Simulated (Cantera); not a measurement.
Input: 1 mol C₂H₅OH, 2.1 mol CO₂, at 240 Pa.

Equilibrium computed with Cantera from the NASA thermochemical tables; the gas is ideal and each condensed phase is pure. Candidate condensed phases: C, C₆H₆, C₇H₈, C₈H₁₈, H₂O; 110 gas species. Kinetics and transport are ignored.

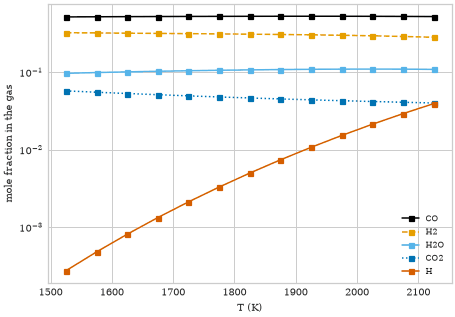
Equilibrium gas composition (values under 1e-9 drawn at 1e-9)

From 1525 K to 2125 K nothing is condensed. The main C-bearing gas is CO throughout.
